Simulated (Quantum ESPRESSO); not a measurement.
# MnS: a ladder in cutoff, mesh and threshold together, part 2 of 2

Aim: see how far moments and order energies of MnS move with cutoff, mesh and threshold together, and what each rung costs.

Quantum ESPRESSO 7.5; PBEsol with U = 4 eV on Mn d (ortho-atomic projectors); plane waves with GBRV 1.5 PBEsol potentials, no spin-orbit coupling (settings of the first rung).

So far, largest spin moment in the atom's sphere (μB): step 2 (rung 1, start ferro +) 4.50; step 3 (rung 1, start antiferro q=(0,1/2,1/2) +-) 4.47; step 4 (rung 2, start ferro +) 4.49; step 5 (rung 2, start antiferro q=(0,1/2,1/2) +-) 4.47.

The database entry behind the starting cell differs from later determinations by our own check (an axis about 0.2 % short against later determinations), so it need not match the best structure at ambient conditions.

### Step 6. Rung 3, start ferro +

pw.in

```
&CONTROL
  calculation = 'scf'
  prefix = 'pwscf'
  outdir = './tmp'
  pseudo_dir = './pseudo'
  disk_io = 'nowf'
  tprnfor = .true.
  tstress = .true.
/
&SYSTEM
  ibrav = 0
  celldm(1) = 8
  nat = 2
  ntyp = 2
  ecutwfc = 40
  ecutrho = 280
  nbnd = 19
  occupations = 'smearing'
  smearing = 'fd'
  degauss = 0.00367493
  nspin = 2
  starting_magnetization(1) = 0.3
  starting_magnetization(2) = 0
/
&ELECTRONS
  conv_thr = 4d-09
  electron_maxstep = 150
  mixing_beta = 0.3
/
ATOMIC_SPECIES
Mn     54.9380 mn_pbesol_v1.5.uspp.F.UPF
S      32.0600 s_pbesol_v1.4.uspp.F.UPF
CELL_PARAMETERS alat
   0.0000000000000    0.6152239614485    0.6152239614485
   0.6152239614485    0.0000000000000    0.6152239614485
   0.6152239614485    0.6152239614485    0.0000000000000
ATOMIC_POSITIONS crystal
Mn      0.0000000000    0.0000000000    0.0000000000
S       0.5000000000    0.5000000000    0.5000000000
K_POINTS automatic
8 8 8 0 0 0
HUBBARD {ortho-atomic}
U Mn-3d 4.0000
```

Run with:

```console
> OMP_NUM_THREADS=1 mpirun -n 2 pw.x -nk 2 -in pw.in > pw.out
```

Output:

```text
     [... lines left out ...]
Program PWSCF v.7.5 starts
     [... lines left out ...]
     number of atoms/cell      =            2
     [... lines left out ...]
     number of electrons       =        21.00
     number of Kohn-Sham states=           19
     kinetic-energy cutoff     =      40.0000  Ry
     charge density cutoff     =     280.0000  Ry
     scf convergence threshold =      4.0E-09
     [... lines left out ...]
     48 Sym. Ops., with inversion, found
     [... lines left out ...]
     number of k points=    29  Fermi-Dirac smearing, width (Ry)=  0.0037
     [... lines left out ...]
     iteration # 10     ecut=    40.00 Ry     beta= 0.30
     [... lines left out ...]
     Magnetic moment per site  (integrated on atomic sphere of radius R)
     atom   1 (R=0.254)  charge= 13.1426  magn=  4.4984
     atom   2 (R=0.254)  charge=  4.6966  magn=  0.1130
     [... lines left out ...]
     Tr[ns(  1)] (up, down, total) =   4.97053  0.26465  5.23518
     [... lines left out ...]
     the Fermi energy is    10.4706 ev
!    total energy              =    -235.09555653 Ry
     estimated scf accuracy    <          1.2E-09 Ry
     smearing contrib. (-TS)   =      -0.00000040 Ry
     [... lines left out ...]
     total magnetization       =     5.00 Bohr mag/cell
     absolute magnetization    =     5.00 Bohr mag/cell
     convergence has been achieved in  10 iterations
     [... lines left out ...]
     Total force =     0.000000     Total SCF correction =     0.000000
     [... lines left out ...]
          total   stress  (Ry/bohr**3)                   (kbar)     P=       11.02
     [... lines left out ...]
```

It took 15 s on 2 MPI ranks of Arm Neoverse V1, shared host; peak memory 0.2 GiB.

Numbers from this step:

```
magnetization  : 5 μB
final state    : ferromagnetic
largest moment : 4.498 μB
```

### Step 7. Rung 3, start antiferro q=(0,1/2,1/2) +-

pw.in

```
&CONTROL
  calculation = 'scf'
  prefix = 'pwscf'
  outdir = './tmp'
  pseudo_dir = './pseudo'
  disk_io = 'nowf'
  tprnfor = .true.
  tstress = .true.
/
&SYSTEM
  ibrav = 0
  celldm(1) = 8
  nat = 4
  ntyp = 3
  ecutwfc = 40
  ecutrho = 280
  nbnd = 30
  occupations = 'smearing'
  smearing = 'fd'
  degauss = 0.00367493
  nspin = 2
  starting_magnetization(1) = 0.3
  starting_magnetization(2) = -0.3
  starting_magnetization(3) = 0
/
&ELECTRONS
  conv_thr = 8d-09
  electron_maxstep = 150
  mixing_beta = 0.3
/
ATOMIC_SPECIES
Mn1    54.9380 mn_pbesol_v1.5.uspp.F.UPF
Mn2    54.9380 mn_pbesol_v1.5.uspp.F.UPF
S      32.0600 s_pbesol_v1.4.uspp.F.UPF
CELL_PARAMETERS alat
   0.0000000000000    0.6152239614485    0.6152239614485
   1.2304479228970    0.0000000000000    1.2304479228970
   1.2304479228970    0.6152239614485    0.6152239614485
ATOMIC_POSITIONS crystal
Mn1     0.0000000000    0.0000000000    0.0000000000
Mn2     0.0000000000    0.5000000000    0.0000000000
S       0.5000000000    0.0000000000    0.5000000000
S       0.5000000000    0.5000000000    0.5000000000
K_POINTS automatic
8 4 8 0 0 0
HUBBARD {ortho-atomic}
U Mn1-3d 4.0000
U Mn2-3d 4.0000
```

Output:

```text
     [... lines left out ...]
Program PWSCF v.7.5 starts
     [... lines left out ...]
     number of atoms/cell      =            4
     [... lines left out ...]
     number of electrons       =        42.00
     number of Kohn-Sham states=           30
     kinetic-energy cutoff     =      40.0000  Ry
     charge density cutoff     =     280.0000  Ry
     scf convergence threshold =      8.0E-09
     [... lines left out ...]
     16 Sym. Ops., with inversion, found
     [... lines left out ...]
     number of k points=    39  Fermi-Dirac smearing, width (Ry)=  0.0037
     [... lines left out ...]
     iteration # 13     ecut=    40.00 Ry     beta= 0.30
     [... lines left out ...]
     Magnetic moment per site  (integrated on atomic sphere of radius R)
     atom   1 (R=0.254)  charge= 13.1412  magn=  4.4753
     atom   2 (R=0.254)  charge= 13.1412  magn= -4.4753
     atom   3 (R=0.254)  charge=  4.6950  magn= -0.0365
     atom   4 (R=0.254)  charge=  4.6951  magn=  0.0365
     [... lines left out ...]
     Tr[ns(  1)] (up, down, total) =   4.96662  0.27303  5.23965
     [... lines left out ...]
     Tr[ns(  2)] (up, down, total) =   0.27303  4.96662  5.23965
     [... lines left out ...]
     the Fermi energy is    10.4505 ev
!    total energy              =    -470.19368224 Ry
     estimated scf accuracy    <          8.6E-10 Ry
     smearing contrib. (-TS)   =      -0.00000051 Ry
     [... lines left out ...]
     total magnetization       =    -0.00 Bohr mag/cell
     absolute magnetization    =     9.71 Bohr mag/cell
     convergence has been achieved in  13 iterations
     [... lines left out ...]
     Total force =     0.000000     Total SCF correction =     0.000000
     [... lines left out ...]
          total   stress  (Ry/bohr**3)                   (kbar)     P=        4.54
     [... lines left out ...]
```

It took 2 min on 2 MPI ranks; peak memory 0.39 GiB; 4.1 min of CPU time.

This step gave:

```
magnetization  : 0 μB
final state    : antiferromagnetic
largest moment : 4.475 μB
```

### Step 8. Rung 4, start ferro +

pw.in

```
&CONTROL
  calculation = 'scf'
  prefix = 'pwscf'
  outdir = './tmp'
  pseudo_dir = './pseudo'
  disk_io = 'nowf'
  tprnfor = .true.
  tstress = .true.
/
&SYSTEM
  ibrav = 0
  celldm(1) = 8
  nat = 2
  ntyp = 2
  ecutwfc = 52
  ecutrho = 364
  nbnd = 19
  occupations = 'smearing'
  smearing = 'fd'
  degauss = 0.00367493
  nspin = 2
  starting_magnetization(1) = 0.3
  starting_magnetization(2) = 0
/
&ELECTRONS
  conv_thr = 2d-10
  electron_maxstep = 150
  mixing_beta = 0.3
/
ATOMIC_SPECIES
Mn     54.9380 mn_pbesol_v1.5.uspp.F.UPF
S      32.0600 s_pbesol_v1.4.uspp.F.UPF
CELL_PARAMETERS alat
   0.0000000000000    0.6152239614485    0.6152239614485
   0.6152239614485    0.0000000000000    0.6152239614485
   0.6152239614485    0.6152239614485    0.0000000000000
ATOMIC_POSITIONS crystal
Mn      0.0000000000    0.0000000000    0.0000000000
S       0.5000000000    0.5000000000    0.5000000000
K_POINTS automatic
10 10 10 0 0 0
HUBBARD {ortho-atomic}
U Mn-3d 4.0000
```

Output:

```text
     [... lines left out ...]
Program PWSCF v.7.5 starts
     [... lines left out ...]
     number of atoms/cell      =            2
     [... lines left out ...]
     number of electrons       =        21.00
     number of Kohn-Sham states=           19
     kinetic-energy cutoff     =      52.0000  Ry
     charge density cutoff     =     364.0000  Ry
     scf convergence threshold =      2.0E-10
     [... lines left out ...]
     48 Sym. Ops., with inversion, found
     [... lines left out ...]
     number of k points=    47  Fermi-Dirac smearing, width (Ry)=  0.0037
     [... lines left out ...]
     iteration # 12     ecut=    52.00 Ry     beta= 0.30
     [... lines left out ...]
     Magnetic moment per site  (integrated on atomic sphere of radius R)
     atom   1 (R=0.254)  charge= 13.1426  magn=  4.4987
     atom   2 (R=0.254)  charge=  4.6960  magn=  0.1128
     [... lines left out ...]
     Tr[ns(  1)] (up, down, total) =   4.97057  0.26468  5.23525
     [... lines left out ...]
     the Fermi energy is    10.4808 ev
!    total energy              =    -235.09617969 Ry
     estimated scf accuracy    <          9.8E-12 Ry
     smearing contrib. (-TS)   =      -0.00000027 Ry
     [... lines left out ...]
     total magnetization       =     5.00 Bohr mag/cell
     absolute magnetization    =     5.00 Bohr mag/cell
     convergence has been achieved in  12 iterations
     [... lines left out ...]
     Total force =     0.000000     Total SCF correction =     0.000000
     [... lines left out ...]
          total   stress  (Ry/bohr**3)                   (kbar)     P=       10.55
     [... lines left out ...]
```

Run time: 30 s. Hardware: 2 MPI ranks; peak memory 0.26 GiB; 59 s of CPU time.

Numbers from this step:

| Property | Result |
| --- | --- |
| magnetization | 5 μB |
| final state | ferromagnetic |
| largest moment | 4.499 μB |

### Step 9. Rung 4, start antiferro q=(0,1/2,1/2) +-

pw.in

```
&CONTROL
  calculation = 'scf'
  prefix = 'pwscf'
  outdir = './tmp'
  pseudo_dir = './pseudo'
  disk_io = 'nowf'
  tprnfor = .true.
  tstress = .true.
/
&SYSTEM
  ibrav = 0
  celldm(1) = 8
  nat = 4
  ntyp = 3
  ecutwfc = 52
  ecutrho = 364
  nbnd = 30
  occupations = 'smearing'
  smearing = 'fd'
  degauss = 0.00367493
  nspin = 2
  starting_magnetization(1) = 0.3
  starting_magnetization(2) = -0.3
  starting_magnetization(3) = 0
/
&ELECTRONS
  conv_thr = 4d-10
  electron_maxstep = 150
  mixing_beta = 0.3
/
ATOMIC_SPECIES
Mn1    54.9380 mn_pbesol_v1.5.uspp.F.UPF
Mn2    54.9380 mn_pbesol_v1.5.uspp.F.UPF
S      32.0600 s_pbesol_v1.4.uspp.F.UPF
CELL_PARAMETERS alat
   0.0000000000000    0.6152239614485    0.6152239614485
   1.2304479228970    0.0000000000000    1.2304479228970
   1.2304479228970    0.6152239614485    0.6152239614485
ATOMIC_POSITIONS crystal
Mn1     0.0000000000    0.0000000000    0.0000000000
Mn2     0.0000000000    0.5000000000    0.0000000000
S       0.5000000000    0.0000000000    0.5000000000
S       0.5000000000    0.5000000000    0.5000000000
K_POINTS automatic
10 5 10 0 0 0
HUBBARD {ortho-atomic}
U Mn1-3d 4.0000
U Mn2-3d 4.0000
```

Output:

```text
     [... lines left out ...]
Program PWSCF v.7.5 starts
     [... lines left out ...]
     number of atoms/cell      =            4
     [... lines left out ...]
     number of electrons       =        42.00
     number of Kohn-Sham states=           30
     kinetic-energy cutoff     =      52.0000  Ry
     charge density cutoff     =     364.0000  Ry
     scf convergence threshold =      4.0E-10
     [... lines left out ...]
     16 Sym. Ops., with inversion, found
     [... lines left out ...]
     number of k points=    63  Fermi-Dirac smearing, width (Ry)=  0.0037
     [... lines left out ...]
     iteration # 13     ecut=    52.00 Ry     beta= 0.30
     [... lines left out ...]
     Magnetic moment per site  (integrated on atomic sphere of radius R)
     atom   1 (R=0.254)  charge= 13.1415  magn=  4.4756
     atom   2 (R=0.254)  charge= 13.1415  magn= -4.4756
     atom   3 (R=0.254)  charge=  4.6950  magn= -0.0364
     atom   4 (R=0.254)  charge=  4.6950  magn=  0.0364
     [... lines left out ...]
     Tr[ns(  1)] (up, down, total) =   4.96667  0.27305  5.23971
     [... lines left out ...]
     Tr[ns(  2)] (up, down, total) =   0.27305  4.96667  5.23971
     [... lines left out ...]
     the Fermi energy is    10.4554 ev
!    total energy              =    -470.19491633 Ry
     estimated scf accuracy    <          1.1E-10 Ry
     smearing contrib. (-TS)   =      -0.00000029 Ry
     [... lines left out ...]
     total magnetization       =    -0.00 Bohr mag/cell
     absolute magnetization    =     9.71 Bohr mag/cell
     convergence has been achieved in  13 iterations
     [... lines left out ...]
     Total force =     0.000000     Total SCF correction =     0.000000
     [... lines left out ...]
          total   stress  (Ry/bohr**3)                   (kbar)     P=        4.35
     [... lines left out ...]
```

The job ended after 4.4 min (2 MPI ranks; peak memory 0.62 GiB; 8.9 min of CPU time).

This step gave:

```yaml
magnetization: 0 μB
final_state: antiferromagnetic
largest_moment: 4.476 μB
```

### Step 10. What a mistake does

As a test, an input with a fault in it is run.

pw.in

```
&CONTROL
  calculation = 'scf'
  prefix = 'pwscf'
  outdir = './tmp'
  pseudo_dir = './pseudo'
  disk_io = 'nowf'
  tprnfor = .true.
  tstress = .true.
/
&SYSTEM
  ibrav = 0
  nat = 2
  ntyp = 2
  ecutwfc = 40
  ecutrho = 280
  nbnd = 19
  occupations = 'smearing'
  smearing = 'fd'
  degauss = 0.00367493
  nspin = 2
  starting_magnetization(1) = 0.3
  starting_magnetization(2) = 0
/
&ELECTRONS
  conv_thr = 4d-09
  electron_maxstep = 50
  mixing_beta = 1.5
  mixing_ndim = 1
/
ATOMIC_SPECIES
Mn     54.9380 mn_pbesol_v1.5.uspp.F.UPF
S      32.0600 s_pbesol_v1.4.uspp.F.UPF
CELL_PARAMETERS angstrom
   0.0000000000    2.6045000000    2.6045000000
   2.6045000000    0.0000000000    2.6045000000
   2.6045000000    2.6045000000    0.0000000000
ATOMIC_POSITIONS crystal
Mn      0.0000000000    0.0000000000    0.0000000000
S       0.5000000000    0.5000000000    0.5000000000
K_POINTS automatic
10 10 10 0 0 0
HUBBARD {ortho-atomic}
U Mn-3d 4.0000
```

Output:

```text
     [... lines left out ...]
Program PWSCF v.7.5 starts
     [... lines left out ...]
     number of atoms/cell      =            2
     [... lines left out ...]
     number of electrons       =        21.00
     number of Kohn-Sham states=           19
     kinetic-energy cutoff     =      40.0000  Ry
     charge density cutoff     =     280.0000  Ry
     scf convergence threshold =      4.0E-09
     [... lines left out ...]
     48 Sym. Ops., with inversion, found
     [... lines left out ...]
     number of k points=    47  Fermi-Dirac smearing, width (Ry)=  0.0037
     [... lines left out ...]
     iteration # 50     ecut=    40.00 Ry     beta= 1.50
     [... lines left out ...]
     estimated scf accuracy    <     359.37553012 Ry
     total magnetization       =     1.00 Bohr mag/cell
     absolute magnetization    =     1.00 Bohr mag/cell
     [... lines left out ...]
     convergence NOT achieved after  50 iterations: stopping
[key lines of the parts left out:]
total energy              =    -233.09789287 Ry
```

Elapsed: 3.9 min, on 2 MPI ranks; peak memory 0.21 GiB.

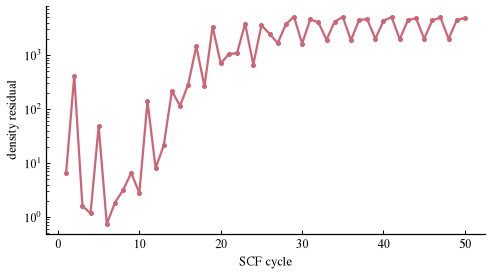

Residual by cycle in this run.

No converged result was reached; the numbers in the log don't describe the system.

After 50 cycles the residual stands at 4890, against 2480 at cycle 26 and a least value of 0.74. The cap of 50 cycles in the input ended the loop.

The fault put into the input: mixing far too strong.

### Step 11. Side by side

Ladder, by row:

| rung | cutoff (eV) | mesh | state from the first start | state from the second start | second less first (meV a seeded atom) | moment, first (μB) | moment, second (μB) | CPU time (s) |
| --- | --- | --- | --- | --- | --- | --- | --- | --- |
| 1 | 299 | 4x4x4 | ferromagnetic | antiferromagnetic | -12.43 | 4.495 | 4.472 | 30.32 |
| 2 | 408 | 4x4x4 | ferromagnetic | antiferromagnetic | -15.02 | 4.494 | 4.471 | 43.1 |
| 3 | 544 | 8x8x8 | ferromagnetic | antiferromagnetic | -17.48 | 4.498 | 4.475 | 274.7 |
| 4 | 707 | 10x10x10 | ferromagnetic | antiferromagnetic | -17.39 | 4.499 | 4.476 | 592.4 |

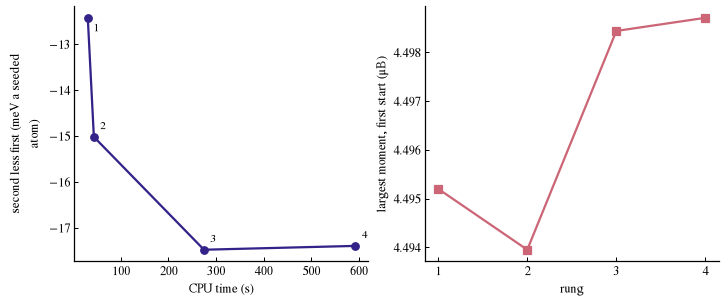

Result against cost, rungs numbered as in the table, and the moment by rung.

### Step 12. Summary of results

- range of the largest moment, first start: 4.49 to 4.50 μB; second start 4.47 to 4.48 μB
- range of CPU time: 30 s to 9.9 min
- range of the energy difference: -17.5 to -12.4 meV a seeded atom
- first rung that agrees with the last (margins below): 3

What this shows: From rung 3 on the states are those of the last rung, the moments stay within 0.05 μB of it and the difference within 1 meV; rung 3 took 46 % of its CPU time.

[Logs and program files are shortened in this print: banners, set-up blocks, solver, clock and traceback lines can be left out without a mark of their own.]

[Logs are printed without paths, hosts, clocks, repeated set-up lines and the standing remarks that a program may print on its own settings, such as how far it seeks lower states.]

[Hosts, paths, dates, database ids (printed as entryN), source tags and the programs' standing remarks are cut or masked in the printed files.]

[Where a cell is said to come from a database of computed structures, the database is the Materials Project.]
